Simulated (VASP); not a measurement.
# How PAW data sets and SCF solver change a VASP run on VClO

A convergence test on VClO: the PAW data sets and SCF solver. The series runs use r2SCAN. The PAW data sets tried: minimal 64: V Cl O; recommended 64: V_sv Cl O; recommended 54: V_sv Cl O; gw 64: V_sv_GW Cl_GW O_GW; hard 64: V_sv Cl_h O_h; soft 64: V_sv Cl O_s. The SCF solver tried: ALGO = Normal; ALGO = Fast; ALGO = VeryFast; ALGO = All; ALGO = Damped; AMIX = 0.1, BMIX = 0.01; AMIX = 0.8; IMIX = 1, AMIX = 0.2. The start is a cell from a database of measured crystal structures.

Calculated with VASP 6.6.1; r2SCAN, spin-polarised from a ferromagnetic start; plane waves and PAW (V, Cl, O), in the first sound run; inputs show where later runs differ.

## Step 1: Starting point

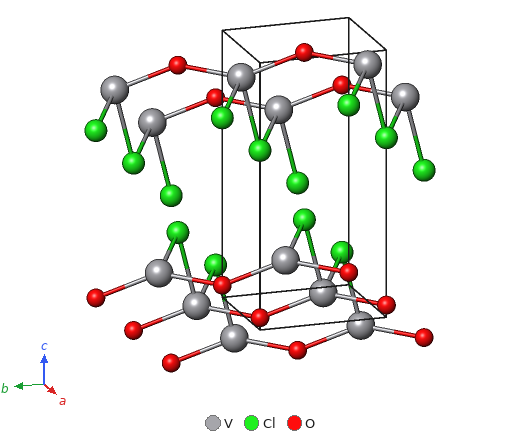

Start, viewed from a free direction; vanadium grey, chlorine green, oxygen red. 2×2×1 cells are drawn. Some periodic images of atoms are drawn too.

As a file:

```cif
data_structure
_symmetry_space_group_name_H-M 'P 1'
_symmetry_Int_Tables_number 1
_cell_length_a 3.3000
_cell_length_b 3.7800
_cell_length_c 7.9100
_cell_angle_alpha 90.000
_cell_angle_beta 90.000
_cell_angle_gamma 90.000
_cell_volume 98.67
loop_
_atom_site_label
_atom_site_type_symbol
_atom_site_fract_x
_atom_site_fract_y
_atom_site_fract_z
_atom_site_occupancy
V1 V 0.00000 0.50000 0.11480 1
V2 V 0.50000 0.00000 0.88520 1
Cl3 Cl 0.50000 0.50000 0.32790 1
Cl4 Cl 0.00000 0.00000 0.67210 1
O5 O 0.50000 0.50000 0.95420 1
O6 O 0.00000 0.00000 0.04580 1
```

## Step 2: PAW data sets: minimal 64: V Cl O

Data sets differ in which electrons are valence and how hard the partial waves are. r2SCAN adds the kinetic-energy density, costs more than a GGA and is run with LASPH.

The input, INCAR:

```
SYSTEM = VClO
PREC = Accurate
ENCUT = 520
EDIFF = 1E-06
NELM = 100
ISMEAR = -1
SIGMA = 0.05
LREAL = .FALSE.
ALGO = Normal
METAGGA = R2SCAN
LASPH = .TRUE.
NBANDS = 30
ISPIN = 2
MAGMOM = 2 2 0 0 0 0
LMAXMIX = 4
LORBIT = 11
LWAVE = .FALSE.
LCHARG = .FALSE.
KPAR = 4
ISIF = 2
```

The input, POSCAR:

```
VClO
1.0
    3.3000000000      0.0000000000      0.0000000000
    0.0000000000      3.7800000000      0.0000000000
    0.0000000000      0.0000000000      7.9100000000
V Cl O
2 2 2
Direct
    0.0000000000      0.5000000000      0.1148000000
    0.5000000000      0.0000000000      0.8852000000
    0.5000000000      0.5000000000      0.3279000000
    0.0000000000      0.0000000000      0.6721000000
    0.5000000000      0.5000000000      0.9542000000
    0.0000000000      0.0000000000      0.0458000000
```

The input, KPOINTS:

```
Automatic mesh
0
Gamma
7 6 3
0 0 0
```

The projector-augmented-wave data sets are V, Cl and O (PBE family, release 64).

Run with:

```console
$ mpirun -np 4 vasp_std
```

Output:

```text
[banner, memory and clock lines left out]
running    4 mpi-ranks, on    1 nodes
 distrk:  each k-point on    1 cores,    4 groups
 distr:  one band on    1 cores,    1 groups

 POSCAR found type information on POSCAR V ClO
 POSCAR found :  3 types and       6 ions
|                                                                             |
|               ----> ADVICE to this user running VASP <----                  |
|                                                                             |
|     You enforced a specific xc type in the INCAR file but a different       |
|     [... a line on the potential file left out ...]
|     I HOPE YOU KNOW WHAT YOU ARE DOING!                                     |
|                                                                             |

 LDA part: xc-table for (None), standard interpolation
 POSCAR, INCAR and KPOINTS ok, starting setup
 FFT: planning ... GRIDC
 FFT: planning ... GRID_SOFT
 FFT: planning ... GRID
 WAVECAR not read
 entering main loop
       N       E                     dE             d eps       ncg     rms          rms(c)
DAV:   1     0.352905085534E+03    0.35291E+03   -0.14316E+04  3840   0.124E+03
DAV:   2    -0.615817747316E+01   -0.35906E+03   -0.32571E+03  3924   0.303E+02
DAV:   3    -0.788182424777E+02   -0.72660E+02   -0.69331E+02  5120   0.153E+02
DAV:   4    -0.824972027173E+02   -0.36790E+01   -0.36466E+01  5704   0.375E+01
DAV:   5    -0.825780547036E+02   -0.80852E-01   -0.80677E-01  5562   0.512E+00    0.317E+01
DAV:   6    -0.649458811518E+02    0.17632E+02   -0.46619E+01  5482   0.688E+01    0.157E+01
DAV:   7    -0.651297589672E+02   -0.18388E+00   -0.55770E+00  5740   0.334E+01    0.123E+01
DAV:   8    -0.651395227065E+02   -0.97637E-02   -0.79134E-01  6094   0.536E+00    0.728E+00
DAV:   9    -0.651094262333E+02    0.30096E-01   -0.58622E-01  6242   0.912E+00    0.229E+00
DAV:  10    -0.651534671290E+02   -0.44041E-01   -0.11650E-01  5924   0.375E+00    0.140E+00
DAV:  11    -0.651643068146E+02   -0.10840E-01   -0.22188E-02  5700   0.169E+00    0.827E-01
DAV:  12    -0.651653216951E+02   -0.10149E-02   -0.36576E-03  5620   0.716E-01    0.339E-01
DAV:  13    -0.651662506207E+02   -0.92893E-03   -0.98492E-04  5828   0.329E-01    0.110E-01
DAV:  14    -0.651663105296E+02   -0.59909E-04   -0.33368E-04  5956   0.124E-01    0.685E-02
DAV:  15    -0.651663374665E+02   -0.26937E-04   -0.42602E-05  5826   0.520E-02    0.302E-02
DAV:  16    -0.651663438949E+02   -0.64284E-05   -0.27794E-05  5986   0.406E-02    0.119E-02
DAV:  17    -0.651663446015E+02   -0.70659E-06   -0.23196E-06  3636   0.149E-02
   1 F= -.65166345E+02 E0= -.65162924E+02  d E =-.684140E-02  mag=     4.0000
```

The job ended after 86 s (4 MPI ranks of Intel Xeon 6975P-C (Granite Rapids), shared host; peak memory 1.4 GiB).

Lines that name or quote the potential files are left out of all logs, and their timing lines are given in words.

OUTCAR, selected parts (step 2):

```text
ion  position               nearest neighbor table
   1  0.000  0.500  0.115-   6 1.97   6 1.97   5 2.08   5 2.08   3 2.36   3 2.36   2 3.10   2 3.10
                             2 3.10   2 3.10
   2  0.500  0.000  0.885-   5 1.97   5 1.97   6 2.08   6 2.08   4 2.36   4 2.36   1 3.10   1 3.10
                             1 3.10   1 3.10
   3  0.500  0.500  0.328-   1 2.36   1 2.36
   4  0.000  0.000  0.672-   2 2.36   2 2.36
   5  0.500  0.500  0.954-   2 1.97   2 1.97   1 2.08   1 2.08
   6  0.000  0.000  0.046-   1 1.97   1 1.97   2 2.08   2 2.08

  LATTYP: Found a simple orthorhombic cell.
 ALAT       =     3.3000000000
 B/A-ratio  =     1.1454545455
 C/A-ratio  =     2.3969696970

 Subroutine GETGRP returns: Found  8 space group operations
 (whereof  4 operations were pure point group operations)

The static configuration has the point symmetry C_2v.
 The point group associated with its full space group is D_2h.

 Found     32 irreducible k-points:

   k-points           NKPTS =     32   k-points in BZ     NKDIM =     32   number of bands    NBANDS=     30

   dimension x,y,z NGX =    28 NGY =   28 NGZ =   60
   dimension x,y,z NGXF=    56 NGYF=   56 NGZF=  120

   ENCUT  =  520.0 eV  38.22 Ry    6.18 a.u.   6.14  7.03 14.71*2*pi/ulx,y,z

   NELECT =      36.0000    total number of electrons

 k-points in reciprocal lattice and weights: Automatic mesh
   0.00000000  0.00000000  0.00000000       0.008
   0.14285714  0.00000000  0.00000000       0.016
   0.28571429  0.00000000  0.00000000       0.016
   0.42857143  0.00000000  0.00000000       0.016
   0.00000000  0.16666667  0.00000000       0.016
   0.14285714  0.16666667  0.00000000       0.032
   0.28571429  0.16666667  0.00000000       0.032
   0.42857143  0.16666667  0.00000000       0.032
   0.00000000  0.33333333  0.00000000       0.016
[...]
0.28571429  0.50000000  0.33333333       0.032
   0.42857143  0.50000000  0.33333333       0.032

 average (electrostatic) potential at core
       1 -46.8534       2 -46.8534       3 -95.9510       4 -95.9510       5 -76.4904
       6 -76.4904

 E-fermi :   3.1714

 spin component 1
 k-point     1 :       0.0000    0.0000    0.0000
  band No.  band energies     occupation
    ...
     16       0.4714      1.00000
     17       1.5766      1.00000
     18       1.7955      1.00000
     19       2.3563      1.00000
     20       2.4166      1.00000
     21       4.3408      0.00000
     22       4.7084      0.00000
     23       5.2457      0.00000
     24       5.8742      0.00000
     25       5.9097      0.00000
    ...

 k-point     2 :       0.1429    0.0000    0.0000
  band No.  band energies     occupation
    ...
     16       0.0443      1.00000
     17       1.7902      1.00000
     18       2.1289      1.00000
     19       2.3912      1.00000
     20       2.6750      0.99995
     21       4.2846      0.00000
     22       4.6299      0.00000
     23       5.1390      0.00000
     24       5.5936      0.00000
     25       5.8898      0.00000
    ...

 k-point     3 :       0.2857    0.0000    0.0000
  band No.  band energies     occupation
    ...
     16       0.1339      1.00000
     17       2.1650      1.00000
     18       2.4392      1.00000
     19       2.4863      1.00000
     20       2.8482      0.99844
     21       4.1483      0.00000
     22       4.4082      0.00000
     23       5.0547      0.00000
     24       5.3891      0.00000
     25       5.8032      0.00000
    ...

 k-point     4 :       0.4286    0.0000    0.0000
  band No.  band energies     occupation
    ...
     16       0.1529      1.00000
     17       2.4686      1.00000
     18       2.5674      0.99999
     19       2.5979      0.99999
     20       2.7516      0.99977
     21       4.0450      0.00000
     22       4.1434      0.00000
     23       5.1872      0.00000
     24       5.4222      0.00000
     25       5.6637      0.00000
    ...

 k-point     5 :       0.0000    0.1667    0.0000
  band No.  band energies     occupation
    ...
     16       0.1792      1.00000
     17       1.7785      1.00000
     18       2.0764      1.00000
     19       2.3971      1.00000
     20       2.4765      1.00000
     21       3.9186      0.00000
     22       4.1994      0.00000
     23       5.6217      0.00000
     24       5.9043      0.00000
     25       5.9484      0.00000
    ...

 k-point     6 :       0.1429    0.1667    0.0000
  band No.  band energies     occupation
    ...
     16      -0.0210      1.00000
     17       2.0585      1.00000
     18       2.1843      1.00000
     19       2.4896      1.00000
     20       2.6480      0.99997
     21       3.8389      0.00000
     22       4.1349      0.00000
     23       5.3770      0.00000
     24       5.6329      0.00000
     25       6.0533      0.00000
    ...

  Total        1.1254858      0.2677969      0.8759408      0.0000000      0.0000000      0.0000000
  in kB       18.2754629      4.3484441     14.2233895      0.0000000      0.0000000      0.0000000
  external PRESSURE =      12.2824322 kB  Pullay stress =       0.0000000 kB

  energy-cutoff  :      520.00
  volume of cell :       98.67
      direct lattice vectors                 reciprocal lattice vectors
     3.300000000  0.000000000  0.000000000     0.303030303  0.000000000  0.000000000
     0.000000000  3.780000000  0.000000000     0.000000000  0.264550265  0.000000000
     0.000000000  0.000000000  7.910000000     0.000000000  0.000000000  0.126422250

 POSITION                                       TOTAL-FORCE (eV/Angst)
 -----------------------------------------------------------------------------------
      0.00000      1.89000      0.90807         0.000000      0.000000     -0.017223
      1.65000      0.00000      7.00193         0.000000      0.000000      0.017223
      1.65000      1.89000      2.59369         0.000000      0.000000      0.101524
      0.00000      0.00000      5.31631         0.000000      0.000000     -0.101524
      1.65000      1.89000      7.54772         0.000000      0.000000      0.025129
      0.00000      0.00000      0.36228         0.000000      0.000000     -0.025129
 -----------------------------------------------------------------------------------
    total drift:                                0.000000      0.000000     -0.000000

  FREE ENERGIE OF THE ION-ELECTRON SYSTEM (eV)
  ---------------------------------------------------
  free  energy   TOTEN  =       -65.1663446015 eV

  energy  without entropy=      -65.1595032025  energy(sigma->0) =      -65.16292390

 total charge
# of ion       s       p       d       tot
------------------------------------------
    1        0.415   0.722   3.391   4.528
    2        0.415   0.722   3.391   4.528
    3        1.611   3.581   0.000   5.191
    4        1.611   3.581   0.000   5.191
    5        1.565   3.528   0.000   5.094
    6        1.565   3.528   0.000   5.094
--------------------------------------------------
tot          7.183  15.662   6.782  29.626

 magnetization (x)
# of ion       s       p       d       tot
------------------------------------------
    1        0.023   0.016   1.895   1.934
    2        0.023   0.016   1.895   1.934
    3        0.001  -0.008   0.000  -0.007
    4        0.001  -0.008   0.000  -0.007
    5       -0.001  -0.007   0.000  -0.008
    6       -0.001  -0.007   0.000  -0.008
--------------------------------------------------
tot          0.046   0.001   3.790   3.837

[... 6 further parts left out ...]
```

The magnetic state follows from one typed start and may not be the lowest. Experiment finds antiferromagnetic order in this phase (below 79 K, arxiv:0909.2029), so this ferromagnetic run describes another state. The gap is read on the k-mesh alone, so it is an upper bound where the band edges lie off the mesh. The PAW data sets were made with PBE, which is usual practice but a small mismatch for other functionals. The data set V keeps the semicore shell frozen, which is cheaper and a little less accurate.

This step gave:

```
SCF cycles                                        : 17
electrons                                         : 36
bands                                             : 30
irreducible k-points                              : 32
symmetry operations                               : 8
free energy (TOTEN)                               : -65.1663 eV
energy at zero smearing                           : -65.1629 eV
Fermi energy                                      : 3.171 eV
pressure                                          : 1.228 GPa
moment of the cell, from the last line of the log : 4 μB
metallic                                          : no
valence top at k                                  : 0.4286, 0.5, 0
conduction bottom at k                            : 0.4286, 0.3333, 0
least direct gap at k                             : 0.4286, 0.5, 0
gap on the k-mesh                                 : 0.1515 eV
least direct gap on the k-mesh                    : 0.2285 eV
```

Spin moment in the PAW sphere by atom:

| atom | spin moment in the PAW sphere (μB) |
| --- | --- |
| V1 | 1.93 |
| V2 | 1.93 |
| Cl3 | -0.01 |
| Cl4 | -0.01 |
| O5 | -0.01 |
| O6 | -0.01 |

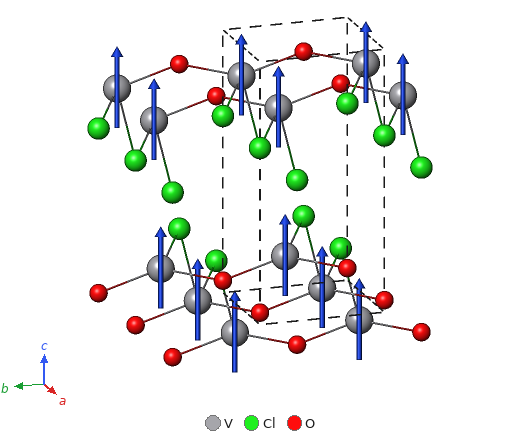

Spin moment in the PAW sphere as arrows, the longest 1.93 μB. Up and down stand for the sign. Arrows give size and sign along the axis of quantisation, drawn up and down the page. 2×2×1 cells are drawn. Some periodic images of atoms are drawn too.

The series starts at -10.8605 eV an atom and 1.23 GPa, after 17 cycles in 86 s.

## Step 3: PAW data sets: recommended 64: V sv Cl O

This step: r2SCAN, spin-polarised from a ferromagnetic start; plane waves and PAW (V_sv, Cl, O) (VASP 6.6.1).

Edit INCAR of step 2 so:

```diff
@@ -11,3 +11,3 @@
 LASPH = .TRUE.
-NBANDS = 30
+NBANDS = 38
 ISPIN = 2
```

POSCAR is that of step 2.

KPOINTS is that of step 2.

PAW data sets: V_sv, Cl and O (PBE family, release 64).

Run with:

```console
$ mpirun -np 4 vasp_std
```

Output:

```text
[banner, memory and clock lines left out]
running    4 mpi-ranks, on    1 nodes
[...]
[... a notice as in an earlier step ...]

 LDA part: xc-table for (None), standard interpolation
 POSCAR, INCAR and KPOINTS ok, starting setup
[...]
entering main loop
       N       E                     dE             d eps       ncg     rms          rms(c)
DAV:   1     0.591322288507E+03    0.59132E+03   -0.28876E+04  5104   0.138E+03
DAV:   2    -0.378924816011E+02   -0.62921E+03   -0.59997E+03  5300   0.427E+02
DAV:   3    -0.860306178796E+02   -0.48138E+02   -0.47390E+02  5690   0.126E+02
DAV:   4    -0.869220164311E+02   -0.89140E+00   -0.88948E+00  5704   0.176E+01
[...]
DAV:  15    -0.655311022678E+02   -0.26803E-04   -0.65984E-05  5490   0.456E-02    0.164E-02
DAV:  16    -0.655311122920E+02   -0.10024E-04   -0.53053E-06  5010   0.192E-02    0.524E-03
DAV:  17    -0.655311130028E+02   -0.71079E-06   -0.86634E-07  2916   0.665E-03
   1 F= -.65531113E+02 E0= -.65528737E+02  d E =-.475123E-02  mag=     4.0000
```

Run time: 95 s. Hardware: 4 MPI ranks; peak memory 1.5 GiB; 6.3 min of CPU time.

OUTCAR, selected parts (step 3):

```text
  Total        1.3414802      0.2004639      1.0067872      0.0000000      0.0000000      0.0000000
  in kB       21.7827455      3.2551017     16.3480536      0.0000000      0.0000000      0.0000000
  external PRESSURE =      13.7953003 kB  Pullay stress =       0.0000000 kB

 POSITION                                       TOTAL-FORCE (eV/Angst)
 -----------------------------------------------------------------------------------
      0.00000      1.89000      0.90807         0.000000      0.000000     -0.005679
      1.65000      0.00000      7.00193         0.000000      0.000000      0.005679
      1.65000      1.89000      2.59369         0.000000      0.000000      0.128040
      0.00000      0.00000      5.31631         0.000000      0.000000     -0.128040
      1.65000      1.89000      7.54772         0.000000      0.000000     -0.004641
      0.00000      0.00000      0.36228         0.000000      0.000000      0.004641
 -----------------------------------------------------------------------------------
    total drift:                                0.000000      0.000000      0.000000

  FREE ENERGIE OF THE ION-ELECTRON SYSTEM (eV)
  ---------------------------------------------------
  free  energy   TOTEN  =       -65.5311130028 eV

  energy  without entropy=      -65.5263617719  energy(sigma->0) =      -65.52873739

 magnetization (x)
# of ion       s       p       d       tot
------------------------------------------
    1        0.021   0.014   1.838   1.873
    2        0.021   0.014   1.838   1.873
    3        0.001  -0.006   0.000  -0.005
    4        0.001  -0.006   0.000  -0.005
    5       -0.000  -0.000   0.000  -0.001
    6       -0.000  -0.000   0.000  -0.001
--------------------------------------------------
tot          0.043   0.016   3.676   3.735

[... 1 part as in an earlier step ...]

[... 2 further parts left out ...]
[key lines of the parts left out:]
E-fermi :   4.2864
```

With 52 valence electrons the pressure is 1.38 GPa, +0.15 GPa from the first of the series, after 17 cycles in 95 s.

## Step 4: PAW data sets: recommended 54: V sv Cl O

INCAR is that of step 3.

POSCAR is that of step 3.

KPOINTS is that of step 3.

The projector-augmented-wave data sets are V_sv, Cl and O (PBE family, release 54).

Run with:

```console
$ mpirun -np 4 vasp_std
```

Output:

```text
[... set-up lines as in an earlier step ...]
 entering main loop
       N       E                     dE             d eps       ncg     rms          rms(c)
[... 17 cycles as in an earlier step ...]
   1 F= -.65531113E+02 E0= -.65528737E+02  d E =-.475123E-02  mag=     4.0000
```

Wall time 95 s (4 MPI ranks); peak memory 1.5 GiB; 6.3 min of CPU time.

From OUTCAR (step 4):

```text
[... 7 parts as in an earlier step ...]

[... 1 further part left out ...]
[key lines of the parts left out:]
E-fermi :   4.2864
```

With 52 valence electrons the pressure is 1.38 GPa, +0.15 GPa from the first of the series, after 17 cycles in 95 s.

(Part 1 of 3 ends here.)

[Lines on the potential files, build, host, timing and source positions are cut from VASP's logs without a mark.]

[Logs are printed without paths, hosts, clocks, repeated set-up lines and the standing remarks that a program may print on its own settings, such as how far it seeks lower states.]

[Hosts, paths, dates, database ids (printed as entryN), source tags and the programs' standing remarks are cut or masked in the printed files.]

[A measured line is paired with the nearest computed mode of its activity, which favours agreement.]
